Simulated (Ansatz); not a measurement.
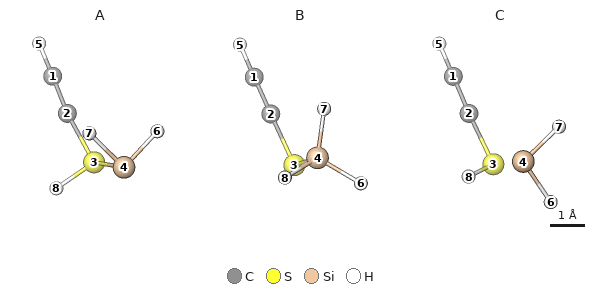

3 geometries from a converged minimum-energy path of C₂H₄SSi, shuffled. A ball-and-stick model, seen from a free direction.

Theory: Ansatz, RKS PBE-D4/def2-SVP. Set-up: 5 movable images; climbing image; force threshold 0.05 eV/Å; iteration limit 60; starting path through a guess of the saddle point.

### One of them is the converged climbing image. Which?

C. In order along the path, whose images run from 0 to 6: B (image 2, +5.6 kJ/mol), C (image 4, +240.6 kJ/mol), A (image 6, +208.6 kJ/mol). A hydrogen atom shifts from one atom to another. Breaking: Si4–H8 (1.50 → 2.15 at the top → 2.99 Å). Forming: S3–H8 (2.94 → 1.41 at the top → 1.37 Å).

Cost: 3.9 min on 2 threads of Arm Neoverse V1, with other jobs on the host, peak memory 0.12 GiB.
